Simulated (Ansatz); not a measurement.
# Calculations on CH5NO2Si

Part 1: Relaxation

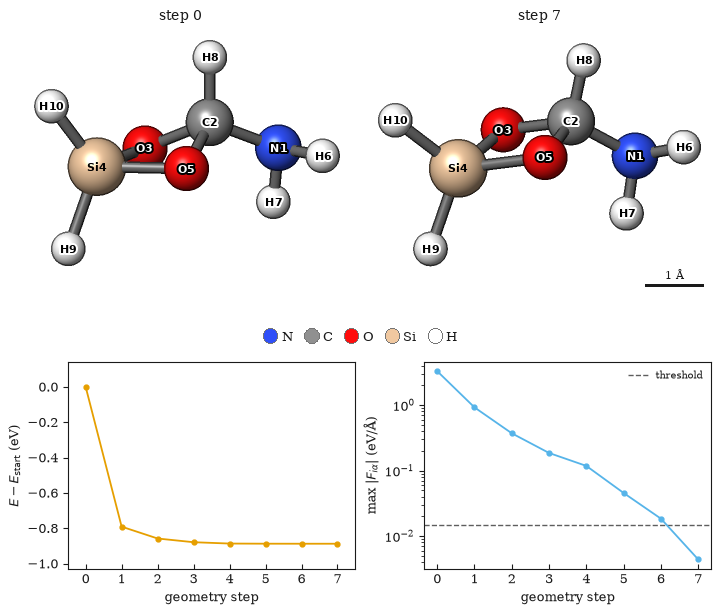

First and last geometry of a relaxation of CH5NO2Si, with the history of the run. A ball-and-stick model, seen from a free direction.

The run prepares an end point of a later path (inversion) calculation, from a guessed geometry.

Computed with RKS PBE0-D4/6-31G* in Ansatz. Settings: no spin polarisation; force threshold 0.015 eV/Å; at most 40 steps.

**Did the run converge, and what did it change?**

It converged. Over 7 geometry steps the energy falls by 0.888 eV. Largest force component: 3.3 eV/Å at the start, 0.0044 eV/Å at the end. H10 moves most after the best rigid fit: 0.36 Å. By element the largest moves are H 0.36 Å, O 0.32 Å, N 0.15 Å, Si 0.06 Å, C 0.04 Å. Near-neighbour distances that change, for instance: Si4–H10 1.404 → 1.486 Å, N1–H6 1.090 → 1.014 Å, C2–H8 1.148 → 1.096 Å, O3–Si4 1.639 → 1.682 Å. Bond angles that change, for instance: H9–Si4–H10 122.8° → 109.4°, O5–Si4–H9 108.2° → 116.5°, O3–Si4–H9 107.3° → 115.6°. Groups turn about N1–C2 by about 20°. Cost: 44 s on 1 thread of Arm Neoverse V1, with other jobs on the host, peak memory 0.18 GiB.

Part 2: Relaxation

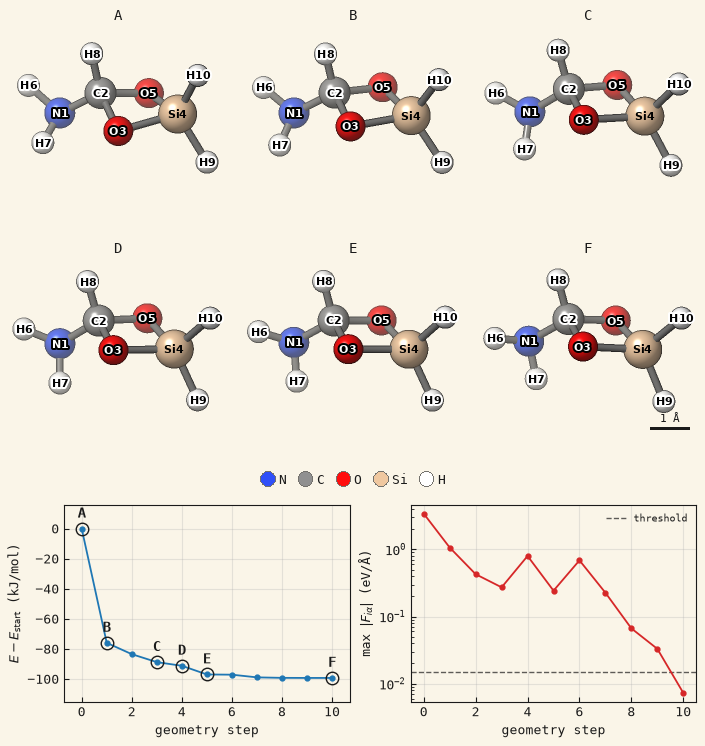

Frames of a relaxation of CH5NO2Si, marked on the history of the run. Style: ball-and-stick. Shown at a tilt.

The run prepares an end point of a later path (inversion) calculation, from a guessed geometry.

All numbers below come from RKS PBE0-D4/6-31G* (Ansatz 0.2.0). (no spin polarisation; force threshold 0.015 eV/Å; at most 40 steps)

What happens along the run?

Answer. The atom that moves furthest after the best rigid fit is H7 (0.90 Å). By element the largest moves are H 0.90 Å, O 0.56 Å, C 0.19 Å, Si 0.14 Å, N 0.13 Å. Near-neighbour distances that change, for instance: Si4–H10 1.404 → 1.486 Å, N1–H6 1.090 → 1.014 Å, C2–H8 1.148 → 1.095 Å, C2–O5 1.462 → 1.426 Å. Bond angles that change, for instance: H9–Si4–H10 122.8° → 109.5°, O3–Si4–H9 107.3° → 116.5°, H6–N1–H7 101.3° → 109.4°. Groups turn about N1–C2 by about 60°. The energy falls by 99.3 kJ/mol in 10 geometry steps. Largest force component: 3.4 eV/Å at the start, 0.0073 eV/Å at the end. From step 0 to 1: O and H atoms move most (0.19 Å), energy −75.9 kJ/mol. From step 1 to 3: H7 moves most (0.31 Å), energy −12.8 kJ/mol. From step 3 to 4: H7 moves most (0.20 Å), energy −2.43 kJ/mol. From step 4 to 5: H7 moves most (0.20 Å), energy −5.77 kJ/mol. From step 5 to 10: H6 moves most (0.22 Å), energy −2.32 kJ/mol.

Part 3: Path

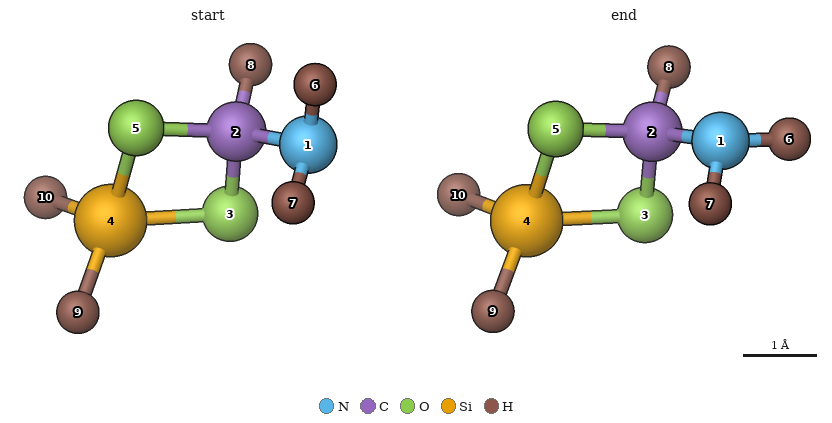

The two relaxed end points of a path for CH$_{5}$NO$_{2}$Si. A ball-and-stick model, seen from a free direction.

Computed with RKS PBE0-D4/6-31G* (Ansatz).

The input:
```yaml
crystal:
  periodic: [false, false, false]
  atoms:
    - { symbol: "N", position_ang: [-0.699868, 0.941612, 1.297682] }
    - { symbol: C, position_ang: [0.313569, 0.497874, 0.436454] }
    - { symbol: O, position_ang: [0.567883, -0.894768, 0.610915] }
    - { symbol: Si, position_ang: [0.336601, -1.111396, -1.041303] }
    - { symbol: O, position_ang: [-0.010333, 0.524616, -0.992224] }
    - { symbol: H, position_ang: [-0.843219, 1.941785, 1.208727] }
    - { symbol: H, position_ang: [-1.573436, 0.459, 1.108397] }
    - { symbol: H, position_ang: [1.218112, 1.095261, 0.595489] }
    - { symbol: H, position_ang: [-0.782661, -2.015387, -1.419545] }
    - { symbol: H, position_ang: [1.556452, -1.489796, -1.801493] }
basis:
  gaussian: { orbitals: "6-31G*" }
hamiltonian:
  xc: pbe0
  dispersion: d4
neb:
  order_check: false
  images: 5
  f_tol: 0.03
  max_iterations: 58
  initial_path: idpp
  final_atoms:
    - { symbol: "N", position_ang: [-0.81372197, 1.21328706, 0.96033611] }
    - { symbol: C, position_ang: [0.26138056, 0.62072968, 0.28331501] }
    - { symbol: O, position_ang: [0.53494983, -0.77749398, 0.62641653] }
    - { symbol: Si, position_ang: [0.35258471, -1.14915521, -0.99467796] }
    - { symbol: O, position_ang: [-0.01329971, 0.48880256, -1.109945] }
    - { symbol: H, position_ang: [-0.59533495, 1.35381937, 1.94078561] }
    - { symbol: H, position_ang: [-1.65100691, 0.64379712, 0.88024812] }
    - { symbol: H, position_ang: [1.17258855, 1.20245392, 0.46053644] }
    - { symbol: H, position_ang: [-0.75524507, -2.07971523, -1.34075032] }
    - { symbol: H, position_ang: [1.59020495, -1.56772431, -1.70316553] }
```

Run as
```bash
ansatz run input.yaml --threads 1 --pin off --max-ram 2048MiB --backend cpu --events-out ev --progress --plain --runs-dir out
```

### What barrier does the band find between them, and by what path?

The two ends have the same energy, and the highest point, image 3, lies 3.05 kcal/mol above the start. The motion is an umbrella inversion at N1. No bond forms or breaks between the ends. Among the angles between lasting bonds that change up to the highest image: C2–N1–H6 111.1° → 121.2°, H6–N1–H7 109.3° → 118.7°. The band converged in 5 iterations, with a climbing image at the top. At the top, the vibrational analysis gives one imaginary mode (554i cm⁻¹), as a transition state must have.

Energies of the converged images:

```csv
image,path (Å),E (kcal/mol)
0,0.00,0.00
1,0.25,0.27
2,0.50,1.51
3,0.75,3.05
4,1.00,1.52
5,1.26,0.27
6,1.51,0.00
```

The geometry at the top of the path:

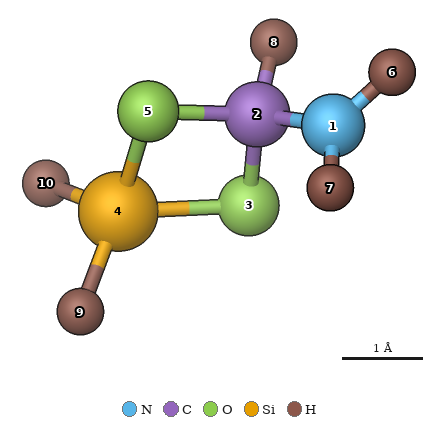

Cost: 2.3 min on 1 thread of Arm Neoverse V1, on a shared host, peak memory 0.18 GiB.
